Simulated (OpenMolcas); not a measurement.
# Multiconfigurational calculation: Co³⁺ complex (part 2 of 2)

Continued. System: Co³⁺ with 6 ligands (Cl; octahedron, 2.457 Å), embedded in Cs2NaYCl6 by model potentials and point charges, whose field is part of the energies. Method: state-averaged CASSCF, active space 6 electrons in the shell 3d, basis ANO-RCC-VTZP on the metal and ANO-RCC-VDZP on the ligands, DKH2 scalar Hamiltonian, spin-orbit coupling by RASSI with atomic mean-field integrals (OpenMolcas).

## Output (extracts), continued
```
--- RASSI ---
SPIN-FREE ENERGIES:
  (Shifted by EMIN (a.u.) =      -4158.4176041276)

 SF State       Relative EMIN(au)   Rel lowest level(eV)    D:o, cm**(-1)

     1             0.0000000000        0.0000000000              0.0000
     2             0.0000000000        0.0000000000              0.0000
     3             0.0000000000        0.0000000000              0.0000
     4             0.0304882594        0.8296278026           6691.3995
     5             0.0304882599        0.8296278161           6691.3996
     6             0.0770870792        2.0976462860          16918.6583
     7             0.0770870792        2.0976462860          16918.6583
     8             0.0770870792        2.0976462860          16918.6583
     9             0.0910977466        2.4788959697          19993.6444
    10             0.0910977466        2.4788959697          19993.6444
    11             0.0910977466        2.4788959697          19993.6444
    12             0.1011173109        2.7515422034          22192.6845
    13             0.1011173109        2.7515422034          22192.6845
    14             0.1011173114        2.7515422159          22192.6846
    15             0.1124075482        3.0587652113          24670.6052
    16             0.1124075482        3.0587652113          24670.6052
    17             0.1124075482        3.0587652113          24670.6052
    51             0.1126078862        3.0642166865          24714.5743
    19             0.1235408511        3.3617178176          27114.0828
    18             0.1235408511        3.3617178176          27114.0828
    21             0.1237499375        3.3674073481          27159.9719
    22             0.1237499375        3.3674073481          27159.9719
    20             0.1237499375        3.3674073481          27159.9719
    52             0.1250261598        3.4021351249          27440.0703
    53             0.1250261604        3.4021351412          27440.0705
    54             0.1250261604        3.4021351412          27440.0705
    23             0.1428188930        3.8863000605          31345.1239
    24             0.1428188930        3.8863000605          31345.1239
    25             0.1428188930        3.8863000605          31345.1239
    26             0.1439630871        3.9174351691          31596.2455
    27             0.1439630879        3.9174351895          31596.2456
    55             0.1444515208        3.9307261262          31703.4443
    56             0.1444515208        3.9307261262          31703.4443
    57             0.1444515208        3.9307261262          31703.4443
    28             0.1464101015        3.9840218217          32133.3031
    29             0.1486044367        4.0437327241          32614.9040
    30             0.1486044367        4.0437327241          32614.9040
    31             0.1486044372        4.0437327375          32614.9041
    58             0.1552092360        4.2234584707          34064.4899
    59             0.1552092375        4.2234585119          34064.4902
Eigenvalues of complex Hamiltonian:
   -----------------------------------
  (Shifted by EMIN (a.u.) =      -4158.4176041276)

 SO State       Relative EMIN(au)   Rel lowest level(eV)    D:o, cm**(-1)

     1            -0.0022569810        0.0000000000              0.0000
     2            -0.0022569810        0.0000000000              0.0000
     3            -0.0022569810        0.0000000000              0.0000
     4            -0.0010356756        0.0332334147            268.0456
     5            -0.0010356756        0.0332334147            268.0456
     6            -0.0009252197        0.0362390717            292.2878
     7            -0.0009252197        0.0362390717            292.2878
     8            -0.0009252197        0.0362390717            292.2878
     9             0.0007330905        0.0813639917            656.2448
    10             0.0009889787        0.0883270642            712.4058
    11             0.0009889787        0.0883270641            712.4058
    12             0.0009889787        0.0883270642            712.4058
    13             0.0011648174        0.0931118787            750.9979
    14             0.0011648174        0.0931118787            750.9979
    15             0.0011648174        0.0931118787            750.9979
    16             0.0303503233        0.8872899533           7156.4761
    17             0.0303941556        0.8884826915           7166.0962
    18             0.0303941558        0.8884826965           7166.0962
    19             0.0303941561        0.8884827031           7166.0963
    20             0.0304375041        0.8896622645           7175.6101
    21             0.0304375041        0.8896622645           7175.6101
    22             0.0304911994        0.8911233854           7187.3948
    23             0.0304911996        0.8911233920           7187.3949
    24             0.0304911998        0.8911233969           7187.3949
    25             0.0305441331        0.8925637854           7199.0124
    26             0.0755178624        2.1163613042          17069.6051
    27             0.0755178624        2.1163613055          17069.6051
    28             0.0757033147        2.1214077183          17110.3072
    29             0.0757033147        2.1214077183          17110.3072
    30             0.0757033146        2.1214077175          17110.3072
    31             0.0781719601        2.1885829830          17652.1122
    32             0.0781719601        2.1885829830          17652.1122
    33             0.0781719602        2.1885829844          17652.1122
    34             0.0782320162        2.1902171912          17665.2930
    35             0.0902913426        2.5183681801          20312.0092
    36             0.0902913426        2.5183681797          20312.0092
    37             0.0902913426        2.5183681803          20312.0092
    38             0.0906996914        2.5294799183          20401.6314
    39             0.0906996914        2.5294799185          20401.6314
    40             0.0911227541        2.5409920414          20494.4830
    41             0.0911227541        2.5409920408          20494.4829
Weights of the five most important spin-orbit-free states for each spin-orbit state.

 SO State  Total energy (au)           Spin-free states, spin, and weights
 -------------------------------------------------------------------------------------------------------
    1        -0.002257       2 2.0  0.3738    3 2.0  0.3149    1 2.0  0.3086    4 2.0  0.0009    5 2.0  0.0006
    2        -0.002257       3 2.0  0.3717    2 2.0  0.3136    1 2.0  0.3120    4 2.0  0.0012   28 1.0  0.0006
    3        -0.002257       1 2.0  0.3766    3 2.0  0.3107    2 2.0  0.3100    5 2.0  0.0014   28 1.0  0.0006
    4        -0.001036       3 2.0  0.6620    1 2.0  0.1664    2 2.0  0.1647    4 2.0  0.0026    5 2.0  0.0026
    5        -0.001036       2 2.0  0.4973    1 2.0  0.4957    4 2.0  0.0026    5 2.0  0.0026    9 1.0  0.0003
    6        -0.000925       3 2.0  0.7440    1 2.0  0.1257    2 2.0  0.1257    5 2.0  0.0030    4 2.0  0.0003
    7        -0.000925       2 2.0  0.6842    1 2.0  0.1855    3 2.0  0.1257    4 2.0  0.0016    5 2.0  0.0016
    8        -0.000925       1 2.0  0.6842    2 2.0  0.1855    3 2.0  0.1257    4 2.0  0.0029    5 2.0  0.0003
    9         0.000733       3 2.0  0.3287    2 2.0  0.3287    1 2.0  0.3287    4 2.0  0.0055    5 2.0  0.0055
   10         0.000989       3 2.0  0.3732    1 2.0  0.3730    2 2.0  0.2469    5 2.0  0.0026    4 2.0  0.0022
   11         0.000989       3 2.0  0.3732    2 2.0  0.3730    1 2.0  0.2469    4 2.0  0.0046    8 1.0  0.0007
   12         0.000989       1 2.0  0.3732    2 2.0  0.3732    3 2.0  0.2467    5 2.0  0.0044    7 1.0  0.0007
```

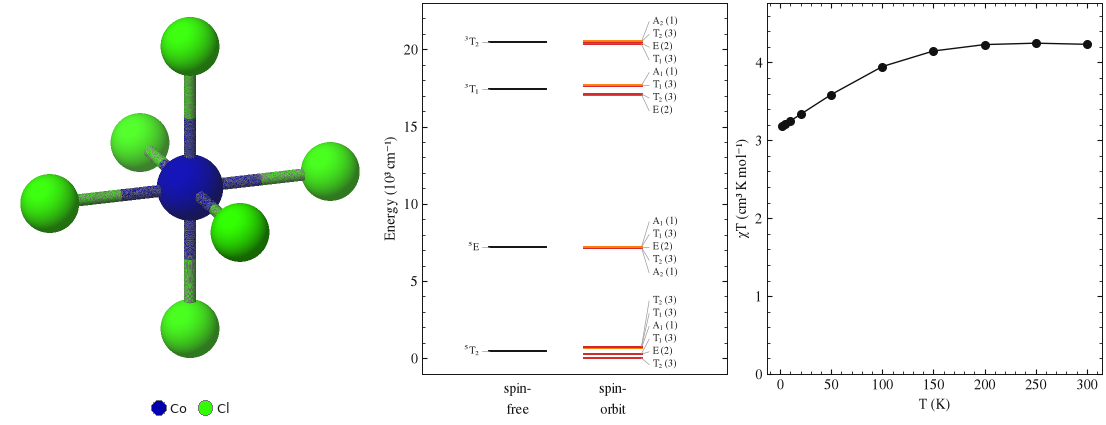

Co³⁺ (3d⁶) as a dopant in Cs₂NaYCl₆, a cluster with its 6 nearest Cl⁻ at 2.457 Å (octahedron) embedded in model potentials and point charges; the geometry was set, not optimised, and its levels and susceptibility. Labels give the representation in O, Td, D4 or D3 as the site allows (double group for half-integer spin) where it could be assigned and, in brackets, the degeneracy; spin-free states, where drawn, share the zero of the spin-orbit levels. Powder susceptibility by Van Vleck's formula. The ground level is T₂, 3-fold degenerate, 100 % from states of spin multiplicity 5. The next level lies at 268 cm⁻¹ (E). The lowest spin-free state is ⁵T₂; of the same spin there follows at 6,690 cm⁻¹ (⁵E) above it. χT is 3.18 cm³ K mol⁻¹ at 2 K and 4.23 at 300 K, an effective moment of 5.82 μB. The active orbitals hold 87 to 98 % metal character (Löwdin), and the Mulliken charge of the metal is +1.77.

Outcome of the run: converged.
